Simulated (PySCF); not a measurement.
# triplet Si2H5ClO: levels of theory compared

We compute a comparison of 6 runs (U-r2SCAN/cc-pVDZ, U-revPBE/cc-pVDZ, UM06-L/cc-pVDZ, UPBE/cc-pVDZ, UPBE0/cc-pVDZ, UCCSD(T)/cc-pVDZ) of triplet Si2H5ClO. Input form: a Python script.

Program for the calculation: PySCF 2.14.0.

## 1. The system as given

Si2H5ClO: 9 atoms, total charge 0, spin state triplet. As SMILES of the parent species, `O[SiH]([SiH3])Cl`. The coordinates come from a PBE0-D4/def2-TZVP relaxation. This is one conformer, not always the lowest. That shape belongs to the parent species and isn't relaxed for this state.

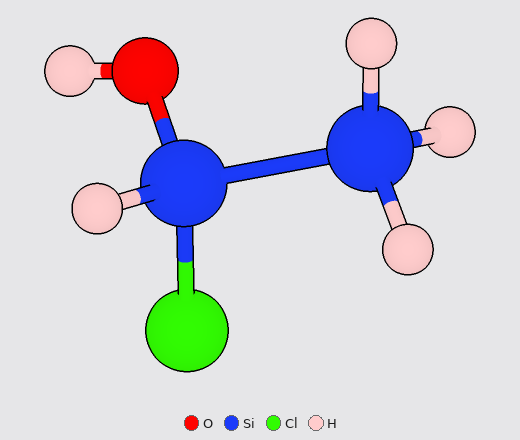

The structure, seen from a chosen angle (oxygen red, silicon blue, chlorine green, hydrogen pink).

## 2. A single-point energy at U-r2SCAN/cc-pVDZ (run 1)

Input file input.xyz:

```xyz
9

O      0.516900     0.942100    -1.606400
Si    -0.265600     0.799800    -0.173200
Si     0.351900    -1.250200     0.759300
Cl    -2.313400     0.805800    -0.459000
H      0.374000     1.735000    -2.126800
H     -0.002900     1.975800     0.697100
H      1.819900    -1.291800     0.992500
H     -0.039700    -2.350400    -0.158700
H     -0.352700    -1.412300     2.058200
```

Input file job.py:

```python
from pyscf import gto, dft

system = gto.Mole()
system.atom = 'input.xyz'
system.basis = 'cc-pvdz'
system.charge = 0
system.max_memory = 1860
system.spin = 2
system.verbose = 3
system.build()

mf = dft.UKS(system)
mf.xc = 'r2scan'
mf.grids.level = 5
mf.conv_tol = 1e-10
mf.kernel()
if not mf.converged:
    mf = mf.newton().run(mf.mo_coeff, mf.mo_occ)

energy = mf.e_tot
print('E = %.10f Eh' % energy)
```

Started as:

```sh
$ OMP_NUM_THREADS=1 python job.py
```

Standard output:

```text
WARN: HOMO -0.0561038164479837 >= LUMO -0.301909735908974

WARN: HOMO -0.0684007308147456 >= LUMO -0.122384558702693

WARN: HOMO -0.0574403340115937 >= LUMO -0.243157508184049

WARN: HOMO -0.055399347237874 >= LUMO -0.254507631475961

WARN: HOMO -0.0623739306919133 >= LUMO -0.259260334189373

WARN: HOMO -0.0576232034426525 >= LUMO -0.252640527683454

WARN: HOMO -0.0598614045475525 >= LUMO -0.252446397400643

WARN: HOMO -0.0594077754171072 >= LUMO -0.251102971315827

WARN: HOMO -0.0594787622816404 >= LUMO -0.250464050513648

WARN: HOMO -0.0596271011969738 >= LUMO -0.250405346331803

WARN: HOMO -0.0595737691773954 >= LUMO -0.250326971266813

WARN: HOMO -0.0595868433843476 >= LUMO -0.250309575557551

WARN: HOMO -0.0595768861350239 >= LUMO -0.250309175336932

WARN: HOMO -0.0595640869226512 >= LUMO -0.250306388343581

WARN: HOMO -0.0595615553295183 >= LUMO -0.250298684007217

WARN: HOMO -0.0595521586156589 >= LUMO -0.250296337329284

WARN: HOMO -0.0595548940737474 >= LUMO -0.250297136805796

WARN: HOMO -0.0595540620468213 >= LUMO -0.250296159137912

WARN: HOMO -0.0595542835652112 >= LUMO -0.250296178342455

converged SCF energy = -1117.15769884554  <S^2> = 2.0057331  2S+1 = 3.0038197
E = -1117.1576988455 Eh
```

It took 71 s on 1 thread of Intel Xeon 6975P-C (Granite Rapids), shared host; peak memory 0.53 GiB.

## 3. A single-point energy at U-revPBE/cc-pVDZ (run 2)

Input file job.py:

```python
from pyscf import gto, dft

molecule = gto.Mole()
molecule.atom = '''
O      0.516900     0.942100    -1.606400
Si    -0.265600     0.799800    -0.173200
Si     0.351900    -1.250200     0.759300
Cl    -2.313400     0.805800    -0.459000
H      0.374000     1.735000    -2.126800
H     -0.002900     1.975800     0.697100
H      1.819900    -1.291800     0.992500
H     -0.039700    -2.350400    -0.158700
H     -0.352700    -1.412300     2.058200
'''
molecule.spin = 2
molecule.max_memory = 1860
molecule.verbose = 3
molecule.basis = 'cc-pvdz'
molecule.charge = 0
molecule.build()

mf = dft.UKS(molecule)
mf.xc = 'revpbe'
mf.conv_tol = 1e-10
mf.grids.level = 5
mf.kernel()
if not mf.converged:
    mf = mf.newton().run(mf.mo_coeff, mf.mo_occ)

e_tot = mf.e_tot
print('E = %.10f Eh' % e_tot)
```

Started as:

```sh
$ OMP_NUM_THREADS=1 python job.py
```

Standard output:

```text
WARN: HOMO -0.0605650395388078 >= LUMO -0.292859320401073

WARN: HOMO -0.0622414788197485 >= LUMO -0.101445250103135

WARN: HOMO -0.0531098330302697 >= LUMO -0.233817289688759

WARN: HOMO -0.0483928501287498 >= LUMO -0.246418914805106

WARN: HOMO -0.0519316869801161 >= LUMO -0.253843149836067

WARN: HOMO -0.0507511764285087 >= LUMO -0.249562138194901

WARN: HOMO -0.0511454908637887 >= LUMO -0.249372754237165

WARN: HOMO -0.0521580993294486 >= LUMO -0.249788570765149

WARN: HOMO -0.0516693053158774 >= LUMO -0.248859951523905

WARN: HOMO -0.0519532205582851 >= LUMO -0.248968073814397

WARN: HOMO -0.051934974948828 >= LUMO -0.24891748933512

WARN: HOMO -0.0519796306861036 >= LUMO -0.248964110657327

WARN: HOMO -0.0519854549946523 >= LUMO -0.248967208599492

WARN: HOMO -0.0519985490848986 >= LUMO -0.248977420990246

WARN: HOMO -0.0520021768347738 >= LUMO -0.248980619005108

WARN: HOMO -0.0520029072551567 >= LUMO -0.24898173167588

WARN: HOMO -0.0520020619388162 >= LUMO -0.248980965679103

WARN: HOMO -0.0520015529766087 >= LUMO -0.248980711387257

converged SCF energy = -1117.04982318002  <S^2> = 2.002727  2S+1 = 3.0018175
E = -1117.0498231800 Eh
```

It took 39 s on 1 thread of Intel Xeon 6975P-C (Granite Rapids), shared host; peak memory 0.51 GiB.

Runs 3 to 5 aren't shown in full; the table further down has their settings and results.

## 4. The energy at UCCSD(T)/cc-pVDZ (run 6)

Input file start.xyz:

```xyz
9

O      0.516900     0.942100    -1.606400
Si    -0.265600     0.799800    -0.173200
Si     0.351900    -1.250200     0.759300
Cl    -2.313400     0.805800    -0.459000
H      0.374000     1.735000    -2.126800
H     -0.002900     1.975800     0.697100
H      1.819900    -1.291800     0.992500
H     -0.039700    -2.350400    -0.158700
H     -0.352700    -1.412300     2.058200
```

Input file job.py:

```python
from pyscf import gto, scf, cc

mol = gto.M(
    atom='start.xyz',
    max_memory=1860,
    spin=2,
    charge=0,
    basis='cc-pvdz',
    verbose=3,
)

hf = scf.UHF(mol)
hf.conv_tol = 1e-10
hf.kernel()
if not hf.converged:
    hf = hf.newton().run(hf.mo_coeff, hf.mo_occ)

mycc = cc.CCSD(hf, frozen=16)
mycc.kernel()
e_t = mycc.ccsd_t()
e_final = mycc.e_tot + e_t
print(f'total energy: {e_final:.8f} hartree')
```

Started as:

```sh
$ OMP_NUM_THREADS=1 python job.py
```

Standard output:

```text
WARN: HOMO 0.0549946636149983 >= LUMO -0.287619344943895

WARN: HOMO -0.139591546524256 >= LUMO -0.195341855083343

WARN: HOMO -0.126711331228019 >= LUMO -0.136626942967818

converged SCF energy = -1114.9898138492  <S^2> = 2.0105811  2S+1 = 3.0070458
E(UCCSD) = -1115.559318955523  E_corr = -0.5695051063227313
UCCSD(T) correction = -0.0152132619478838
total energy: -1115.57453222 hartree
```

Run time: 1.8 min. Hardware: 1 thread of Intel Xeon 6975P-C (Granite Rapids), shared host; peak memory 1.6 GiB.

## 5. The series

```
run             level  integration grid  frozen core orbitals   energy (Eh)  dipole moment (D) of the reference  HOMO energy (eV)   ⟨S²⟩  wall time
  1  U-r2SCAN/cc-pVDZ                 5                     –  -1117.157699                                1.03             -1.62  2.006       71 s
  2  U-revPBE/cc-pVDZ                 5                     –  -1117.049823                                0.96             -1.42  2.003       39 s
  3    UM06-L/cc-pVDZ                 5                     –  -1117.261044                                1.11             -1.37  2.003       77 s
  4      UPBE/cc-pVDZ                 5                     –  -1116.705287                                0.95             -1.44  2.003       35 s
  5     UPBE0/cc-pVDZ                 5                     –  -1116.796372                                0.96             -2.24  2.004       47 s
  6  UCCSD(T)/cc-pVDZ                 –                    16  -1115.574532                                1.25             -4.20  2.011    1.8 min
```

## 6. Results

| quantity | value |
| --- | --- |
| run 6: total energy | -1115.57453 Eh |
| run 6: dipole moment (Hartree–Fock density) | 1.25 D |
| run 6: HOMO energy (Hartree–Fock orbitals) (highest over α and β) | -4.20 eV |
| run 6: LUMO energy (Hartree–Fock orbitals) (lowest over α and β) | -2.35 eV |
| run 6: correlation energy (16 core orbitals frozen) | -584.7 mEh |
| run 6: (T) correction | -15.21 mEh |
| run 6: ⟨S²⟩ of the reference determinant | 2.011 |
| run 6: T1 diagnostic | 0.035 |

**Reading.** Over runs 1, 2, 3, 4, 5 the dipole moment (its size) runs from 0.95 D (UPBE/cc-pVDZ) to 1.11 D (UM06-L/cc-pVDZ). Totals of different functionals can't be ranked against each other. All runs together took 6.3 min, the longest 1.8 min.
